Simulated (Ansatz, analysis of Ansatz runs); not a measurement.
# A hop of C in MgAl2C2 (P-3m1), charge 0

Aim: the barrier of one jump in MgAl2C2 (P-3m1) at charge 0: V_C hop (3.3 Å). The model is a cell of 90 host atoms with 1 C taken out; C is the atom that moves.

Main program and level: Ansatz 0.2.0; plane-wave PAW DFT, PBEsol; nudged elastic band between two relaxed defect structures.

**1. Starting point**

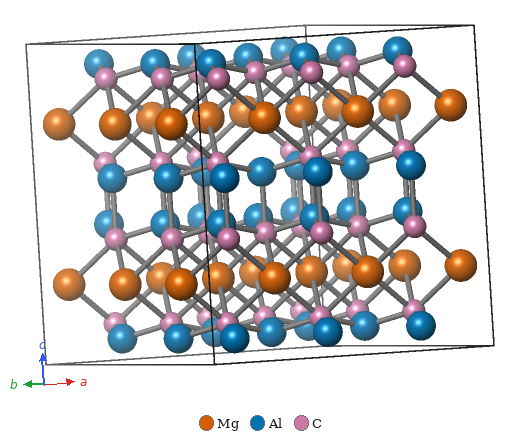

The starting structure, seen from a free direction (magnesium orange, aluminium blue, carbon pink). Some periodic images of atoms are drawn too.

The cell holds 89 atoms: 18 Mg, 36 Al and 35 C. Cell: a = 10.127 Å, b = 10.127 Å, c = 11.549 Å, α = 90.0°, β = 90.0°, γ = 120.0°. It derives from MgAl2C2 (space group P-3m1). Nearest the centre at fractional (0.500, 0.333, 0.250): Al42 at 1.30 Å, Al33 at 1.31 Å, C34 at 1.65 Å, Al32 at 2.72 Å, Al2 at 2.72 Å, Al72 at 2.72 Å, Al43 at 2.72 Å, C73 at 2.90 Å.

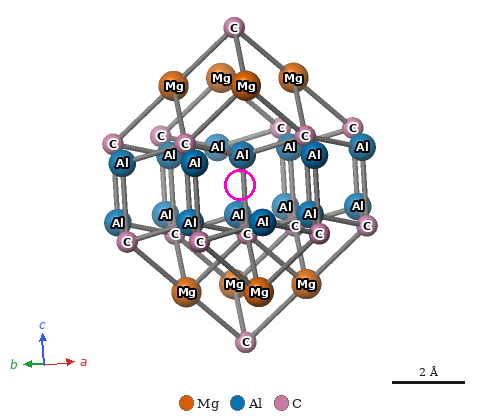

The atoms within 5 Å of the centre. A ring marks the centre wherever it is empty.

The cell's shortest repeat is 10.1 Å.

**2. Relaxation of the start point, charge 0**

The ends come first: from an unrelaxed start the top is counted from too high an energy, and the barrier comes out too low. Small random displacements break the symmetry of the ideal sites, so that the defect can distort if it gains by it.

The input, q0.start/input.yaml:

```yaml
crystal:
  lattice:
    - [10.12681007, 0.0, 0.0]
    - [-5.06340503, 8.77007478, 0.0]
    - [0.0, 0.0, 11.54914866]
  atoms:
    - { symbol: Mg, position: [0.0, 0.0, 0.0] }
    - { symbol: Al, position: [0.22222222, 0.11111111, 0.17500094] }
    - { symbol: Al, position: [0.11111111, 0.22222222, 0.32499906] }
    - { symbol: C, position: [0.11111111, 0.22222222, 0.13465961] }
    - { symbol: C, position: [0.22222222, 0.11111111, 0.36534039] }
    - { symbol: Mg, position: [0.0, 0.0, 0.5] }
    - { symbol: Al, position: [0.22222222, 0.11111111, 0.67500094] }
    - { symbol: Al, position: [0.11111111, 0.22222222, 0.82499906] }
    - { symbol: C, position: [0.11111111, 0.22222222, 0.63465961] }
    - { symbol: C, position: [0.22222222, 0.11111111, 0.86534039] }
    - { symbol: Mg, position: [0.0, 0.33333333, 0.0] }
    - { symbol: Al, position: [0.22222222, 0.44444444, 0.17500094] }
    - { symbol: Al, position: [0.11111111, 0.55555556, 0.32499906] }
    - { symbol: C, position: [0.11111111, 0.55555556, 0.13465961] }
    - { symbol: C, position: [0.22222222, 0.44444444, 0.36534039] }
    - { symbol: Mg, position: [0.0, 0.33333333, 0.5] }
    - { symbol: Al, position: [0.22222222, 0.44444444, 0.67500094] }
    - { symbol: Al, position: [0.11111111, 0.55555556, 0.82499906] }
    - { symbol: C, position: [0.11111111, 0.55555556, 0.63465961] }
    - { symbol: C, position: [0.22222222, 0.44444444, 0.86534039] }
    - { symbol: Mg, position: [0.0, 0.66666667, 0.0] }
    - { symbol: Al, position: [0.22222222, 0.77777778, 0.17500094] }
    - { symbol: Al, position: [0.11111111, 0.88888889, 0.32499906] }
    - { symbol: C, position: [0.11111111, 0.88888889, 0.13465961] }
    - { symbol: C, position: [0.22222222, 0.77777778, 0.36534039] }
    - { symbol: Mg, position: [0.0, 0.66666667, 0.5] }
    - { symbol: Al, position: [0.22222222, 0.77777778, 0.67500094] }
    - { symbol: Al, position: [0.11111111, 0.88888889, 0.82499906] }
    - { symbol: C, position: [0.11111111, 0.88888889, 0.63465961] }
    - { symbol: C, position: [0.22222222, 0.77777778, 0.86534039] }
    - { symbol: Mg, position: [0.33333333, 0.0, 0.0] }
    - { symbol: Al, position: [0.55555556, 0.11111111, 0.17500094] }
    - { symbol: Al, position: [0.44444444, 0.22222222, 0.32499906] }
    - { symbol: C, position: [0.44444444, 0.22222222, 0.13465961] }
    - { symbol: C, position: [0.55555556, 0.11111111, 0.36534039] }
    - { symbol: Mg, position: [0.33333333, 0.0, 0.5] }
    - { symbol: Al, position: [0.55555556, 0.11111111, 0.67500094] }
    - { symbol: Al, position: [0.44444444, 0.22222222, 0.82499906] }
    - { symbol: C, position: [0.44444444, 0.22222222, 0.63465961] }
    - { symbol: C, position: [0.55555556, 0.11111111, 0.86534039] }
    - { symbol: Mg, position: [0.33333333, 0.33333333, 0.0] }
    - { symbol: Al, position: [0.55555556, 0.44444444, 0.17500094] }
    - { symbol: Al, position: [0.44444444, 0.55555556, 0.32499906] }
    - { symbol: C, position: [0.44444444, 0.55555556, 0.13465961] }
    - { symbol: Mg, position: [0.33333333, 0.33333333, 0.5] }
    - { symbol: Al, position: [0.55555556, 0.44444444, 0.67500094] }
    - { symbol: Al, position: [0.44444444, 0.55555556, 0.82499906] }
    - { symbol: C, position: [0.44444444, 0.55555556, 0.63465961] }
    - { symbol: C, position: [0.55555556, 0.44444444, 0.86534039] }
    - { symbol: Mg, position: [0.33333333, 0.66666667, 0.0] }
    - { symbol: Al, position: [0.55555556, 0.77777778, 0.17500094] }
    - { symbol: Al, position: [0.44444444, 0.88888889, 0.32499906] }
    - { symbol: C, position: [0.44444444, 0.88888889, 0.13465961] }
    - { symbol: C, position: [0.55555556, 0.77777778, 0.36534039] }
    - { symbol: Mg, position: [0.33333333, 0.66666667, 0.5] }
    - { symbol: Al, position: [0.55555556, 0.77777778, 0.67500094] }
    - { symbol: Al, position: [0.44444444, 0.88888889, 0.82499906] }
    - { symbol: C, position: [0.44444444, 0.88888889, 0.63465961] }
    - { symbol: C, position: [0.55555556, 0.77777778, 0.86534039] }
    - { symbol: Mg, position: [0.66666667, 0.0, 0.0] }
    - { symbol: Al, position: [0.88888889, 0.11111111, 0.17500094] }
    - { symbol: Al, position: [0.77777778, 0.22222222, 0.32499906] }
    - { symbol: C, position: [0.77777778, 0.22222222, 0.13465961] }
    - { symbol: C, position: [0.88888889, 0.11111111, 0.36534039] }
    - { symbol: Mg, position: [0.66666667, 0.0, 0.5] }
    - { symbol: Al, position: [0.88888889, 0.11111111, 0.67500094] }
    - { symbol: Al, position: [0.77777778, 0.22222222, 0.82499906] }
    - { symbol: C, position: [0.77777778, 0.22222222, 0.63465961] }
    - { symbol: C, position: [0.88888889, 0.11111111, 0.86534039] }
    - { symbol: Mg, position: [0.66666667, 0.33333333, 0.0] }
    - { symbol: Al, position: [0.88888889, 0.44444444, 0.17500094] }
    - { symbol: Al, position: [0.77777778, 0.55555556, 0.32499906] }
    - { symbol: C, position: [0.77777778, 0.55555556, 0.13465961] }
    - { symbol: C, position: [0.88888889, 0.44444444, 0.36534039] }
    - { symbol: Mg, position: [0.66666667, 0.33333333, 0.5] }
    - { symbol: Al, position: [0.88888889, 0.44444444, 0.67500094] }
    - { symbol: Al, position: [0.77777778, 0.55555556, 0.82499906] }
    - { symbol: C, position: [0.77777778, 0.55555556, 0.63465961] }
    - { symbol: C, position: [0.88888889, 0.44444444, 0.86534039] }
    - { symbol: Mg, position: [0.66666667, 0.66666667, 0.0] }
    - { symbol: Al, position: [0.88888889, 0.77777778, 0.17500094] }
    - { symbol: Al, position: [0.77777778, 0.88888889, 0.32499906] }
    - { symbol: C, position: [0.77777778, 0.88888889, 0.13465961] }
    - { symbol: C, position: [0.88888889, 0.77777778, 0.36534039] }
    - { symbol: Mg, position: [0.66666667, 0.66666667, 0.5] }
    - { symbol: Al, position: [0.88888889, 0.77777778, 0.67500094] }
    - { symbol: Al, position: [0.77777778, 0.88888889, 0.82499906] }
    - { symbol: C, position: [0.77777778, 0.88888889, 0.63465961] }
    - { symbol: C, position: [0.88888889, 0.77777778, 0.86534039] }
basis:
  ecutwfc: 420
  xc_grid: 2
hamiltonian:
  xc: pbesol
kpoints:
  mp_grid: { grid: [1, 1, 1], shift: [0.25, 0.25, 0.25] }
scf:
  occupations: { method: fixed }
  max_iter: 120
output:
  forces: true
relax:
  f_tol: 0.02
  max_steps: 70
  random_displacement: { amplitude: 0.03, seed: 9739 }
```

Run with:

```bash
> ansatz run input.yaml --threads 32 --pin off --max-ram 84787MiB --backend cuda --events-out ev --progress --plain --runs-dir out --max-vram 78GiB
```

Numbers of over 12 decimals in the logs are rounded to 6 here.

Output:

```text
[... repeated set-up lines and file paths are left out, and long positions are rounded to six places ...]
The last accepted step is kept in <dir> (removed where the run ends without a failure and the disk answers)
Engine: ansatz 0.2.0, aarch64-unknown-linux-gnu
Pseudopotentials: kind: paw
Pseudopotential: Mg, paw, valence charge 10, recommended cutoff 420 eV (normal), Mg.paw.azcp
Pseudopotential: Al, paw, valence charge 3, recommended cutoff 420 eV (normal), Al.paw.azcp
Pseudopotential: C, paw, valence charge 4, recommended cutoff 420 eV (normal), C.paw.azcp
Functional definition: PBEsol
  exchange = pbesol_x
  correlation = pbesol_c
[...]
Crystal: 89 atoms, lattice volume = 1025.713 Å³
Basis set: ecut = 420 eV, 20007 PW (Γ), exchange–correlation on 144×144×160 points (8 copies of the dense FFT grid, shifted against one another)
Bands: 303, of which v1, the nominal top of the filled ones, is band 214 counted from 1 (213 counted from 0)
Symmetry: 1 space group operations
k-points: 1
Non-local potential: Mg, projectors of the file, l = 0: 3, l = 1: 2, l = 2: 1
Non-local potential: Al, projectors of the file, l = 0: 2, l = 1: 2, l = 2: 1
Non-local potential: C, projectors of the file, l = 0: 2, l = 1: 2, l = 2: 1
PAW form: soft (Blöchl's): semilocal exchange-correlation on the pseudo side does not see the compensation charge
PAW frozen core: Mg, regenerated for the run's functional, and the local potential with it (the file was generated under x = pbe(κ = 0.804, μ = 0.219515), c = pbe(β = 0.066725))
PAW frozen core: Al, regenerated for the run's functional, and the local potential with it (the file was generated under x = pbe(κ = 0.804, μ = 0.219515), c = pbe(β = 0.066725))
PAW frozen core: C, regenerated for the run's functional, and the local potential with it (the file was generated under x = pbe(κ = 0.804, μ = 0.219515), c = pbe(β = 0.066725))
PAW one-centre angular grid: Mg, 110 points (default); XC on 64 Gauss nodes
PAW one-centre angular grid: Al, 110 points (default); XC on 64 Gauss nodes
PAW one-centre angular grid: C, 110 points (default); XC on 64 Gauss nodes
Initial density: superposition of atomic densities (neutral atoms: chi_scale 0, normalization atom), corrected by the library's trained network
Initial wavefunctions: pseudopotential atomic-orbital guess
[...]
Functional: x = pbesol(κ = 0.804, μ = 0.123457), c = pbesol(β = 0.046)
SCF iter   1: F=—  HF=-61939.990260 eV  |F-HF|=—  |Δ(HF+E_count)|=         —  Δρ=1.09e-2  dr2=2.89e0  ethr=1.77e-3  ⟨swp⟩=4.0  Hψ=998  notcnv=0  defer=87
preconditioner: auto → Resta (q_TF=auto, 2.358 Å⁻¹)  ε∞=4.6  [insulator: Δε(μ)=0.177 eV  Ē_g=10.254 eV  n_scr=224 (ndim 8)  ℏωp=19.5 eV  f_vac=0.000  ε∞_Penn≈4.6]
SCF iter   2: F=—  HF=-61939.388015 eV  |F-HF|=—  |Δ(HF+E_count)|=   6.02e-1  Δρ=4.33e-3  dr2=4.02e-1  ethr=6.76e-4  ⟨swp⟩=3.0  Hψ=434  notcnv=0  defer=87
[...]
SCF iter   5: F=—  HF=-61939.344705 eV  |F-HF|=—  |Δ(HF+E_count)|=   2.98e-3  Δρ=2.93e-3  dr2=2.30e-1  ethr=1.04e-5  ⟨swp⟩=3.0  Hψ=248  notcnv=0  defer=62  recentre
automatic band count: iteration 5 solves 278 bands in place of 303: the levels show a gap, and the empty bands left out lie too high to hold charge; the band table lists the bands solved (type scf.n_extra_bands for more)
[...]
SCF 1 converged in 12 iterations: F = -61939.333569 eV  dr2 = 9.57e-6
  greatest PAW one-centre occupation: 1.000 electrons in one spin orbital (limit 2), on the Mg atom at site 44 (counted from 0), in its partial waves of l = 0
relax step   1: F+E_penalty+E_count = -61939.33356904 eV  Δ(F+E_penalty+E_count) = +0.000e0 eV  max|allowed force component| = 1.032e0 eV/Å  Δτ_max = 0.0000 Å  (12 SCF iters, dr2 threshold 1.00e-5 eV, accepted)
[...]
automatic band count: iteration 1 solves 278 bands in place of 303: the levels show a gap, and the empty bands left out lie too high to hold charge; the band table lists the bands solved (type scf.n_extra_bands for more)
[...]
automatic band count: iteration 3 solves 303 bands in place of 278: the levels no longer show a gap clear of their residuals, so the SCF keeps every band
[...]
SCF 2 converged in 7 iterations: F = -61940.002805 eV  dr2 = 2.11e-5
[...]
SCF 3 converged in 6 iterations: F = -61940.300220 eV  dr2 = 2.05e-5
[...]
SCF 4 converged in 5 iterations: F = -61940.128656 eV  dr2 = 7.28e-5
[...]
SCF 5 converged in 8 iterations: F = -61940.399434 eV  dr2 = 2.20e-8
[...]
SCF 6 converged in 6 iterations: F = -61940.372244 eV  dr2 = 1.18e-6
[...]
SCF 7 converged in 7 iterations: F = -61940.426800 eV  dr2 = 4.67e-8
[...]
SCF 8 converged in 6 iterations: F = -61940.431991 eV  dr2 = 3.24e-7
[...]
SCF 9 converged in 4 iterations: F = -61940.437213 eV  dr2 = 4.56e-6
[...]
SCF 10 converged in 8 iterations: F = -61940.382165 eV  dr2 = 1.87e-8
[...]
SCF 11 converged in 8 iterations: F = -61940.439081 eV  dr2 = 1.81e-8
[...]
SCF converged after 8 iterations
[...]
- { symbol: Al, position: [0.439661, 0.235958, 0.331406] }
    - { symbol: C, position: [0.446098, 0.228849, 0.139119] }
    - { symbol: C, position: [0.553432, 0.116562, 0.366581] }
    - { symbol: Mg, position: [0.332444, 0.001550, 0.498070] }
    - { symbol: Al, position: [0.553736, 0.108451, 0.676564] }
    - { symbol: Al, position: [0.444744, 0.222297, 0.825821] }
    - { symbol: C, position: [0.443770, 0.219238, 0.636607] }
    - { symbol: C, position: [0.555414, 0.110795, 0.867643] }
    - { symbol: Mg, position: [0.333641, 0.333698, 0.002696] }
    - { symbol: Al, position: [0.570265, 0.454591, 0.163587] }
    - { symbol: Al, position: [0.451311, 0.538629, 0.327084] }
    - { symbol: C, position: [0.444373, 0.551743, 0.134141] }
    - { symbol: Mg, position: [0.320265, 0.325223, 0.504942] }
    - { symbol: Al, position: [0.554231, 0.443249, 0.671857] }
    - { symbol: Al, position: [0.444849, 0.554673, 0.825744] }
    - { symbol: C, position: [0.444395, 0.555536, 0.634455] }
    - { symbol: C, position: [0.555121, 0.444253, 0.865514] }
    - { symbol: Mg, position: [0.331184, 0.664481, 0.000581] }
    - { symbol: Al, position: [0.553628, 0.772501, 0.177938] }
    - { symbol: Al, position: [0.444247, 0.888220, 0.326240] }
    - { symbol: C, position: [0.446411, 0.889575, 0.137681] }
    - { symbol: C, position: [0.554292, 0.770412, 0.366303] }
    - { symbol: Mg, position: [0.334918, 0.661262, 0.495999] }
    - { symbol: Al, position: [0.553891, 0.777372, 0.676170] }
    - { symbol: Al, position: [0.443413, 0.887780, 0.826256] }
    - { symbol: C, position: [0.444863, 0.887922, 0.635057] }
    - { symbol: C, position: [0.555385, 0.777772, 0.866850] }
    - { symbol: Mg, position: [0.663175, -0.001022, 0.003567] }
    - { symbol: Al, position: [0.886773, 0.111271, 0.174764] }
    - { symbol: Al, position: [0.776360, 0.224119, 0.323955] }
    - { symbol: C, position: [0.776276, 0.222822, 0.134524] }
    - { symbol: C, position: [0.884538, 0.110883, 0.365757] }
    - { symbol: Mg, position: [0.668976, 0.001382, 0.501375] }
    - { symbol: Al, position: [0.890350, 0.111320, 0.674802] }
    - { symbol: Al, position: [0.778218, 0.220778, 0.824981] }
    - { symbol: C, position: [0.777319, 0.220639, 0.634237] }
    - { symbol: C, position: [0.890074, 0.112040, 0.865391] }
    - { symbol: Mg, position: [0.671811, 0.332399, -0.002674] }
    - { symbol: Al, position: [0.889997, 0.447091, 0.172631] }
    - { symbol: Al, position: [0.772132, 0.560053, 0.318150] }
    - { symbol: C, position: [0.789373, 0.561723, 0.117849] }
    - { symbol: C, position: [0.882819, 0.446073, 0.364163] }
    - { symbol: Mg, position: [0.669483, 0.325146, 0.504436] }
    - { symbol: Al, position: [0.888911, 0.444149, 0.675456] }
    - { symbol: Al, position: [0.776340, 0.554590, 0.825776] }
    - { symbol: C, position: [0.776977, 0.554719, 0.630952] }
    - { symbol: C, position: [0.888218, 0.443802, 0.863061] }
    - { symbol: Mg, position: [0.671654, 0.673300, -0.003999] }
    - { symbol: Al, position: [0.891623, 0.780019, 0.170950] }
    - { symbol: Al, position: [0.777646, 0.887831, 0.323408] }
    - { symbol: C, position: [0.777120, 0.888313, 0.133845] }
    - { symbol: C, position: [0.888873, 0.779639, 0.365680] }
    - { symbol: Mg, position: [0.675673, 0.682501, 0.504678] }
    - { symbol: Al, position: [0.889850, 0.778036, 0.676384] }
    - { symbol: Al, position: [0.778115, 0.890576, 0.824831] }
    - { symbol: C, position: [0.777679, 0.888416, 0.634489] }
    - { symbol: C, position: [0.888396, 0.778533, 0.862929] }
```

Run time: 6 s. Hardware: 1 × NVIDIA GB200 with 32 threads of Arm Neoverse V2, shared host; peak memory 1.2 GiB.

The steps of the relaxation:

| step | energy less that of the first step (eV) | largest force component (eV/Å) |
| --- | --- | --- |
| 1 | 0.0000 | 1.0319 |
| 2 | -0.6692 | 0.7736 |
| 3 | -0.9667 | 0.5444 |
| 4 | -0.7951 | 1.1478 |
| 5 | -1.0659 | 0.1815 |
| 6 | -1.0387 | 0.4378 |
| 7 | -1.0932 | 0.0995 |
| 8 | -1.0984 | 0.1375 |
| 9 | -1.1036 | 0.0455 |
| 10 | -1.0486 | 0.3405 |
| 11 | -1.1055 | 0.0182 |

Relaxation steps 4, 6, 10 were tried and not accepted.

The atoms that moved most (Å, from the sites as typed, ahead of the random displacement):

| atom | dx | dy | dz | length |
| --- | --- | --- | --- | --- |
| C73 | 0.086 | 0.055 | -0.194 | 0.219 |
| Al43 | 0.155 | -0.148 | 0.024 | 0.216 |
| Al42 | 0.098 | 0.090 | -0.132 | 0.187 |
| Al33 | -0.118 | 0.121 | 0.074 | 0.185 |
| Mg85 | 0.011 | 0.139 | 0.054 | 0.150 |
| Mg45 | -0.091 | -0.071 | 0.057 | 0.129 |
| Al72 | -0.080 | 0.040 | -0.079 | 0.119 |
| Mg75 | 0.070 | -0.071 | 0.051 | 0.112 |

Neighbours of C34 at the end:

| atom | distance (Å) |
| --- | --- |
| Al32 | 1.993 |
| Al42 | 2.003 |
| Al2 | 2.019 |
| Al33 | 2.224 |
| Mg41 | 2.473 |
| Mg70 | 2.571 |
| Mg31 | 2.582 |
| C35 | 3.258 |
| C44 | 3.279 |

Numbers from this step:

* free energy: -61940.4391 eV
* r.m.s. move of the farther half of the atoms: 0.02652 Å
* largest move from the ideal geometry of this structure, a common shift of the far atoms taken out: 0.2173 Å

The relaxation gained 1.106 eV and ended with a largest force component of 0.018 eV/Å.

[end of part 1 of 3]

[Logs are printed without paths, hosts, clocks, repeated set-up lines and the standing remarks that a program may print on its own settings, such as how far it seeks lower states.]

[Hosts, paths, dates, database ids (printed as entryN), source tags and the programs' standing remarks are cut or masked in the printed files.]
